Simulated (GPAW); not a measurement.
# How the form of the self-energy moves the gap of Al2O3 (Corundum)

Aim: compare treatments of exchange, screening and correlation for the gap of Al2O3 (Corundum).

Program: GPAW 26.7.0. Level of theory: PBE and many-body steps on it, plane waves. Results are calculated unless marked as measured.

**The experiments to reproduce.**

- Gap 8.7 eV: optical band gap of host from absorption; optical absorption, quoted from earlier work; bulk crystal (high-purity reference sample) (quoted in “Multi-petahertz electron interference in Cr:Al2O3 solid-state material”, 2018, pmc:5906618).

## (1) The structure

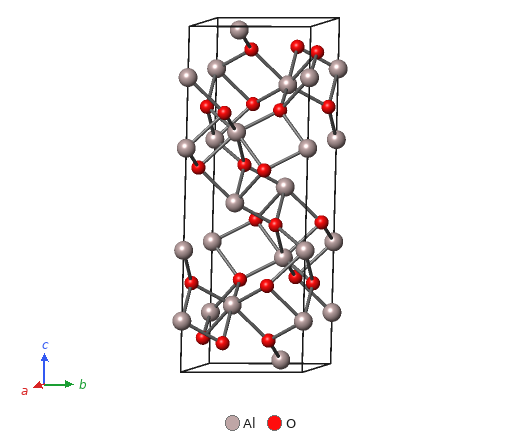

The cell as given, slightly off an axis (aluminium light grey, oxygen red). This picture shows the conventional cell, with its axes. Some periodic images of atoms are drawn too.

Structure file:

```cif
data_structure
_symmetry_space_group_name_H-M 'R-3c:H'
_symmetry_Int_Tables_number 167
_cell_length_a 4.7605
_cell_length_b 4.7605
_cell_length_c 12.9956
_cell_angle_alpha 90.000
_cell_angle_beta 90.000
_cell_angle_gamma 120.000
_cell_volume 255.05
loop_
_atom_site_label
_atom_site_type_symbol
_atom_site_symmetry_multiplicity
_atom_site_Wyckoff_symbol
_atom_site_fract_x
_atom_site_fract_y
_atom_site_fract_z
_atom_site_occupancy
Al1 Al 12 c 0.66667 0.33333 0.18549 1
O1 O 18 e 0.64001 0.66667 0.41667 1
```

The cell and positions come from the Crystallography Open Database and are kept as given unless a step says otherwise.

## (2) Empty states on the mesh, 4×4×4 mesh, 203 bands

This step: GPAW 26.7.0; DFT, PBE, plane waves, PAW.

The sums over transitions need many empty states on a uniform mesh; this step solves for them.

The input, run.py:

```python
import json
import numpy as np
from gpaw.mpi import world
from gpaw import GPAW

calc = GPAW('gs.gpw').fixed_density(kpts={'size': (4, 4, 4), 'gamma': True},
    parallel={'domain': 1, 'band': 1},
    txt='nscf.txt')
calc.diagonalize_full_hamiltonian(nbands=203)
calc.write('full.gpw', mode='all')
res = {}
kpts = calc.get_ibz_k_points()
res['kpts'] = kpts
res['eigenvalues'] = [calc.get_eigenvalues(kpt=k) for k in range(len(kpts))]
res['n_electrons'] = calc.get_number_of_electrons()

if world.rank == 0:
    with open('result.json', 'w') as f:
        json.dump(res, f, default=lambda x: x.tolist())
```

Launch:

```
$ mpirun -n 8 gpaw python run.py
```

Numbers of over 12 decimals in the logs are rounded to 6 here.

Output:

```text
Diagonalizing LCAO Hamiltonian
Converting LCAO to pw mode
convergence criteria:
- Maximum integral of absolute [eigenst]ate change: 4e-08 eV^2 / valence electron
maximum number of iterations: 100

SCF iterations
|iter     |     time |      energy | eigst |  dens |
|iter:   1|  |             | +0.60 |       |
|iter:   2|  |             | -0.49 |       |
|iter:   3|  |             | -1.00 |       |
[...]
|iter:  28|  |             | -6.98 |       |
|iter:  29|  |             | -7.20 |       |
|iter:  30|  |             | -7.45c|       |
SCF steps: 30
  __  _  _
 | _ |_)|_||  |
 |__||  | ||/\| - 26.7.0

Input parameters:
  mode=PW(ecut=600.0),
  convergence={'density': 1e-06, 'bands': -3},
  gpts=array([30, 30, 30]),
  kpts=MonkhorstPack(size=(4, 4, 4), gamma=True),
  maxiter=100,
  nbands=35,
  occupations=Occupations(name='fermi-dirac', width=0.001, fixmagmom=False),
  parallel={'domain': 1, 'band': 1},
  xc=XC(name='PBE')
Matrix size: 2861x2861
# Writing to full.gpw (mode='all')
  [... matrices ...]

timing:  # [seconds]
  Total: 39.721  # ━━━━━━━━━━━━━━━━━━━━━━━━━━━━━━━━━━━━━━━━━━━━━━━━━━━━━━━━━━
```

It took 54 s on 8 MPI ranks of Arm Neoverse V2, shared host; peak memory 6.2 GiB; 7.1 min of CPU time.

This step gave:

| Quantity | Value |
| --- | --- |
| gap | 6.226 eV |
| k of the valence top | 0, 0, 0 |
| k of the conduction bottom | 0, 0, 0 |
| least direct gap | 6.226 eV |
| k points computed | 14 |
| lowest point of the top converged band, above the valence top | 85.4267 eV |

On this mesh the gap is 6.226 eV.

## (3) G0W0, Godby-Needs plasmon pole

G0W0 replaces the xc potential by the self-energy, built once from these orbitals. Only a window of levels is corrected, while the sums run over the empty bands that the input names.

This step: G0W0 with a vertex from the rALDA kernel on PBE, plane waves, PAW.

The input, run.py:

```python
import json
import numpy as np
from gpaw.mpi import world
from gpaw.response.g0w0 import G0W0

gw = G0W0('full.gpw',
    filename='gw',
    kpts=[0],
    bands=(22, 26),
    ecut=100,
    nbands=193,
    integrate_gamma='WS',
    ppa=True,
    xc='rALDA',
    fxc_mode=None,
    fxc_modes=['GWP', 'GWS', 'GWG'],
    do_GW_too=True)
gw.calculate()
res = {mode: {k: v for k, v in r.items() if k != 'sigma_eskwn'}
       for mode, r in gw.all_results.items()}

if world.rank == 0:
    with open('result.json', 'w') as f:
        json.dump(res, f, default=lambda x: x.tolist())
```

Launch:

```
$ mpirun -n 8 gpaw python run.py
```

Output:

```text
Using integrator: PointIntegrator
FrequencyGridDescriptor(from 0.000+0.000j to 0.000+27.211j eV, 2 points)
Nonperiodic BCs:  [False False False]
Using integrator: PointIntegrator
FrequencyGridDescriptor(from 0.000+0.000j to 0.000+27.211j eV, 2 points)
Nonperiodic BCs:  [False False False]
  ___  _ _ _
 |   || | | |
 | | || | | |
 |__ ||_____|
 |___|

BZ k-points: Symmetries present (total): 6

  [... matrices ...]
64 k-points: 4 x 4 x 4 Monkhorst-Pack grid + [1/8,1/8,1/8]
14 k-points in the irreducible part of the Brillouin zone
       k-points in crystal coordinates                weights
   0:     0.00000000    0.00000000    0.00000000          1/64
   1:     0.25000000    0.00000000   -0.25000000          6/64
   2:     0.25000000    0.00000000    0.00000000          6/64
   3:     0.25000000    0.25000000   -0.25000000          6/64
   4:     0.25000000    0.25000000    0.00000000          6/64
   5:     0.25000000    0.25000000    0.25000000          2/64
   6:     0.50000000    0.00000000    0.00000000          3/64
   7:     0.50000000    0.00000000    0.25000000          6/64
   8:     0.50000000    0.25000000   -0.25000000          6/64
   9:     0.50000000    0.25000000    0.00000000          6/64
          ...
  13:     0.50000000    0.50000000    0.50000000          1/64

Distributing spins, k-points and bands (1 x 1 x 4) over 8 processes
Number of blocks: 1

Quasi particle states:
k-points (IBZ indices): [0]
Band range: (22, 26)
  [... matrices ...]
Computational parameters:
Plane wave cut-off: 100 eV
Number of bands: 193
Coulomb cutoff: None
Broadening: 0.1 eV

fxc modes: GW, GWG, GWP, GWS
Kernel: rALDA
Using Godby-Needs plasmon-pole approximation:
  Fitting energy: i*E0, E0 = 1.000 Hartree
Summing all q:

Calculating screened Coulomb potential
No Coulomb truncation
FrequencyGridDescriptor(from 0.000+0.000j to 0.000+27.211j eV, 2 points)
Removing empty qpoint cache files...

Calculating chi0 body with:
    Ground state adapter containing:
    Number of spins: 1
    Number of kpoints: 64
    Number of irreducible kpoints: 14
    Number of completely occupied states: 24
    Number of partially occupied states: 24
    Occupied states memory: 9.8876953125 M / cpu

    Linear response parametrization:
    q_c: [0.0, 0.0, 0.0]
    Number of frequency points: 2
    Planewave cutoff: 100.0
    Number of bands: 193
    Number of planewaves: 193
    Broadening (eta): 1e-06
    comm.size: 8
    kncomm.size: 8
    blockcomm.size: 1

    Memory estimate of potentially large arrays:
        chi0_wGG: 1.136749 M / cpu
Integrating chi0 body.

Symmetries of q_c:
    Direct symmetries (Uq -> q): 6
    Indirect symmetries (TUq -> q): 0
In total 6 allowed symmetries.

  [... matrices ...]
14 groups of equivalent kpoints. 78.125% reduction.

Integral kind: response function
Integrating chi0 head and wings.

Symmetries of q_c:
    Direct symmetries (Uq -> q): 6
    Indirect symmetries (TUq -> q): 0
In total 6 allowed symmetries.

  [... matrices ...]
14 groups of equivalent kpoints. 78.125% reduction.

Integral kind: response function wings
Calculating rALDA kernel at 100.0 eV cutoff
q point 0 complete
q point 1 complete
q point 2 complete
q point 3 complete
q point 4 complete
q point 5 complete
[...]
q point 11 complete
q point 12 complete
q point 13 complete

[... the further q-points ...]

Results:
f:      Occupation numbers
eps:     KS-eigenvalues [eV]
vxc:     KS vxc [eV]
exx:     Exact exchange [eV]
sigma:   Self-energies [eV]
dsigma:  Self-energy derivatives
Z:       Renormalization factors
qp:      QP-energies [eV]

k-point 0 (0): (0.000, 0.000, 0.000)                GWP
band       f     eps     vxc     exx   sigma  dsigma       Z      qp
                                                                  GWP
  22   1.000   6.218 -21.429 -26.959   4.435  -0.242   0.805   5.337
  23   1.000   6.261 -21.425 -26.890   4.384  -0.241   0.806   5.389
  24   0.000  12.487 -16.590 -11.379  -3.667  -0.178   0.849  13.798
  25   0.000  15.411 -13.555  -7.947  -4.146  -0.170   0.855  16.661
                                                                  GWS
  22   1.000   6.218 -21.429 -26.959   4.157  -0.208   0.828   5.082
  23   1.000   6.261 -21.425 -26.890   4.115  -0.207   0.828   5.142
[...]
GWG
[...]
GW
[...]
23   1.000   6.261 -21.425 -26.890   4.172  -0.223   0.818   5.203
  24   0.000  12.487 -16.590 -11.379  -3.561  -0.167   0.857  13.900
  25   0.000  15.411 -13.555  -7.947  -3.992  -0.161   0.862  16.804
```

The job ended after 8.8 min (8 MPI ranks; peak memory 15 GiB).

This step gave:

```
gap with the vertex in the polarisability    : 8.409 eV
gap with the vertex in the self-energy       : 9.046 eV
gap with the vertex in both                  : 8.773 eV
G0W0 gap on the points computed              : 8.697 eV
least direct G0W0 gap on the computed points : 8.697 eV
Z at the valence top                         : 0.8176
Z at the conduction bottom                   : 0.8567
starting gap on the mesh                     : 6.226 eV
k of the valence top                         : 0, 0, 0
k of the conduction bottom                   : 0, 0, 0
```

The gap on the mesh goes from 6.23 eV to 8.70 eV, a correction of +2.47 eV.

## (4) G0W0 with rALDA vertex

run.py: that of step 3 with these lines changed.

```diff
@@ -9,4 +9,4 @@
     bands=(22, 26),
-    ecut=100,
-    nbands=193,
+    ecut=60,
+    nbands=89,
     integrate_gamma='WS',
@@ -14,5 +14,3 @@
     xc='rALDA',
-    fxc_mode=None,
-    fxc_modes=['GWP', 'GWS', 'GWG'],
-    do_GW_too=True)
+    fxc_mode='GWG')
 gw.calculate()
```

Launch:

```
$ mpirun -n 8 gpaw python run.py
```

Output:

```text
Using integrator: PointIntegrator
FrequencyGridDescriptor(from 0.000+0.000j to 0.000+27.211j eV, 2 points)
Nonperiodic BCs:  [False False False]
Using integrator: PointIntegrator
FrequencyGridDescriptor(from 0.000+0.000j to 0.000+27.211j eV, 2 points)
Nonperiodic BCs:  [False False False]
  ___  _ _ _
 |   || | | |
 | | || | | |
 |__ ||_____|
 |___|

BZ k-points: Symmetries present (total): 6

  [... matrices ...]
64 k-points: 4 x 4 x 4 Monkhorst-Pack grid + [1/8,1/8,1/8]
14 k-points in the irreducible part of the Brillouin zone
       k-points in crystal coordinates                weights
   0:     0.00000000    0.00000000    0.00000000          1/64
   1:     0.25000000    0.00000000   -0.25000000          6/64
   2:     0.25000000    0.00000000    0.00000000          6/64
[...]
9:     0.50000000    0.25000000    0.00000000          6/64
          ...
  13:     0.50000000    0.50000000    0.50000000          1/64

Distributing spins, k-points and bands (1 x 1 x 4) over 8 processes
Number of blocks: 1

Quasi particle states:
k-points (IBZ indices): [0]
Band range: (22, 26)
  [... matrices ...]
Computational parameters:
Plane wave cut-off: 60 eV
Number of bands: 89
Coulomb cutoff: None
Broadening: 0.1 eV

fxc modes: GWG
Kernel: rALDA
Using Godby-Needs plasmon-pole approximation:
  Fitting energy: i*E0, E0 = 1.000 Hartree
Summing all q:

Calculating screened Coulomb potential
No Coulomb truncation
FrequencyGridDescriptor(from 0.000+0.000j to 0.000+27.211j eV, 2 points)
Removing empty qpoint cache files...

Calculating chi0 body with:
    Ground state adapter containing:
    Number of spins: 1
    Number of kpoints: 64
    Number of irreducible kpoints: 14
    Number of completely occupied states: 24
    Number of partially occupied states: 24
    Occupied states memory: 9.8876953125 M / cpu

    Linear response parametrization:
    q_c: [0.0, 0.0, 0.0]
    Number of frequency points: 2
    Planewave cutoff: 60.0
    Number of bands: 89
    Number of planewaves: 89
    Broadening (eta): 1e-06
    comm.size: 8
    kncomm.size: 8
    blockcomm.size: 1

    Memory estimate of potentially large arrays:
        chi0_wGG: 0.241730 M / cpu
Integrating chi0 body.

Symmetries of q_c:
    Direct symmetries (Uq -> q): 6
    Indirect symmetries (TUq -> q): 0
In total 6 allowed symmetries.

  [... matrices ...]
14 groups of equivalent kpoints. 78.125% reduction.

Integral kind: response function
Integrating chi0 head and wings.

Symmetries of q_c:
    Direct symmetries (Uq -> q): 6
    Indirect symmetries (TUq -> q): 0
In total 6 allowed symmetries.

  [... matrices ...]
14 groups of equivalent kpoints. 78.125% reduction.

Integral kind: response function wings
Calculating rALDA kernel at 60.0 eV cutoff
q point 0 complete
q point 1 complete
q point 2 complete
[...]
q point 12 complete
q point 13 complete

[... the further q-points ...]

Results:
f:      Occupation numbers
eps:     KS-eigenvalues [eV]
vxc:     KS vxc [eV]
exx:     Exact exchange [eV]
sigma:   Self-energies [eV]
dsigma:  Self-energy derivatives
Z:       Renormalization factors
qp:      QP-energies [eV]

k-point 0 (0): (0.000, 0.000, 0.000)                GWG
band       f     eps     vxc     exx   sigma  dsigma       Z      qp
                                                                  GWG
  22   1.000   6.218 -21.429 -26.959   4.550  -0.213   0.824   5.411
  23   1.000   6.261 -21.425 -26.890   4.516  -0.213   0.825   5.479
  24   0.000  12.487 -16.590 -11.379  -3.184  -0.152   0.868  14.246
  25   0.000  15.411 -13.555  -7.947  -3.428  -0.147   0.872  17.312
```

Run time: 2.2 min. Hardware: 8 MPI ranks; peak memory 7.4 GiB; 18 min of CPU time.

This step gave:

* quasiparticle gap on the points computed: 8.767 eV
* least direct quasiparticle gap on the computed points: 8.767 eV
* Z at the valence top: 0.8247
* Z at the conduction bottom: 0.8679
* starting gap on the mesh: 6.226 eV
* k of the valence top: 0, 0, 0
* k of the conduction bottom: 0, 0, 0

Against G0W0 in GPAW (4×4×4 mesh, 193 bands, screening to 100 eV, Godby-Needs plasmon pole), the gap moves by +0.070 eV.

## (5) Side by side

Times are wall times on 8 MPI ranks of Arm Neoverse V2, shared host, good to a factor of about two.

```
                           run   mesh  bands  screening cutoff (eV)  DFT gap (eV)  gap on the mesh (eV)  direct (eV)     time
G0W0, Godby-Needs plasmon pole  4×4×4    193                    100         6.226                 8.697        8.697  8.8 min
        G0W0 with rALDA vertex  4×4×4     89                     60         6.226                 8.767        8.767  2.2 min
```

## (6) Results

| Property | Result |
| --- | --- |
| G0W0, Godby-Needs plasmon pole | 8.697 eV |
| G0W0 with rALDA vertex | 8.767 eV |
| known limits | not at the basis limit |

What this shows: G0W0 with rALDA vertex: +0.070 eV against G0W0, Godby-Needs plasmon pole, at other bands or cutoff, so not like for like. With the rALDA kernel as a vertex the gap is 8.41 eV (in the polarisability), 9.05 eV (in the self-energy) and 8.77 eV (in both), against 8.70 eV without. Against experiment, by G0W0, Godby-Needs plasmon pole: the gap of 8.70 eV lies −0.003 eV from the measured 8.7 eV (optical, quoted 2018). An exciton line or allowed optical edge lies below the quasiparticle gap by the binding energy; a forbidden edge can push the onset above it. These are gaps on the mesh, at modest bands and cutoff. The calculation has static nuclei and no excitons; a measured gap holds zero-point and thermal motion, which mostly lowers it. Bands and cutoff are finite, so the gap is not at the basis limit. The miss can reach some tenths of an eV and take either sign; the mesh is an error of its own. These stock PAW sets were not made for GW. In the G0W0 runs levels were corrected at 1 k point alone, so a gap called «on the mesh» is the least over those, and an edge elsewhere would be missed.

[Paths, hosts, dates, memory and timing lines, banners, echoed tables and standing remarks are left out of the program output.]

[Logs are printed without paths, hosts, clocks, repeated set-up lines and the standing remarks that a program may print on its own settings, such as how far it seeks lower states.]

[Runs of the session that timed out or met a known fault of the program may be left out.]

[Hosts, paths, dates, database ids (printed as entryN), source tags and the programs' standing remarks are cut or masked in the printed files.]
